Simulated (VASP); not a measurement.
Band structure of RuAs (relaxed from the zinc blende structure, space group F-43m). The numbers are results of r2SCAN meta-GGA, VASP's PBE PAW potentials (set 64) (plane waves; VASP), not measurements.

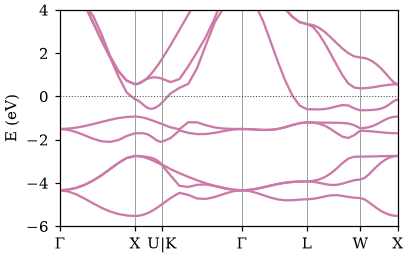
Bands along high-symmetry lines, zero at the valence-band maximum or, without a gap, the Fermi level

Q: Read the plot: is there a gap, and where are the band edges?

A: It has no gap at this level: it comes out as a metal or semimetal.

The structure was generated: RuAs was put into the zinc blende type (F-43m), which need not be its known phase. It was relaxed first, which changed the volume by -30 %. The electron count is odd and the run is not spin-polarised, which forces a metal.
